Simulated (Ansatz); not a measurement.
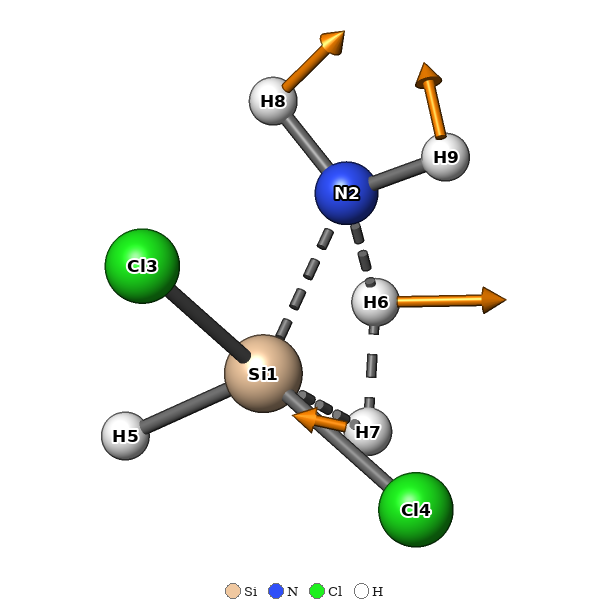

The arrows show one normal mode. Broken sticks mark bonds that form or break. Harmonic vibrations computed with RKS PBE0-D4/def2-TZVP (Ansatz 0.2.0) at a stationary point of the same level. It is a saddle point of order 1.

### Estimate its harmonic wavenumber.

1493 cm⁻¹; it is mode 15 of 21 counted from the lowest.
